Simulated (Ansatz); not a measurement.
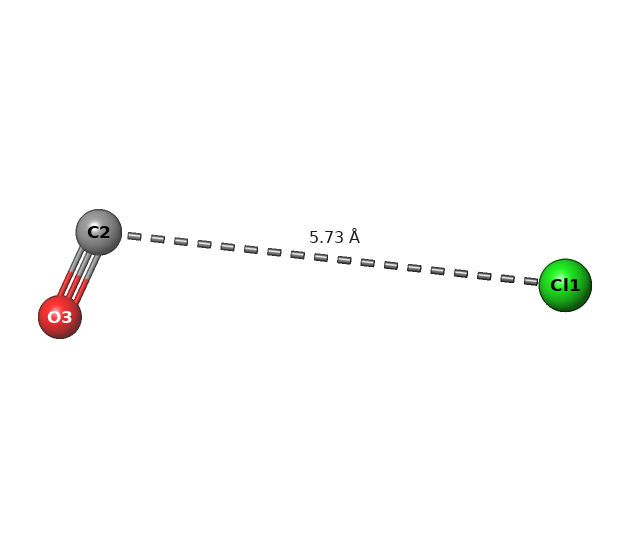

Two molecules or ions; the broken line marks their closest contact (measured against van der Waals radii). State: charge −1, singlet. Geometry: a pair of rigid molecules at a changed separation. Program: Ansatz 0.2.0.

Question: Which two species are they?

Answer: Cl and CO (`[C-]#[O+].[Cl-]`).

Give the counterpoise-corrected interaction energy (kcal/mol, monomers kept as in the pair) with RHF-CCSD(T) (frozen core)/def2-TZVPPD; ωB97M-V/def2-TZVPPD.

```json
{"level": "RHF-CCSD(T) (frozen core)/def2-TZVPPD", "interaction energy (kcal/mol)": "−0.4"}
{"level": "ωB97M-V/def2-TZVPPD", "interaction energy (kcal/mol)": "−0.5"}
```
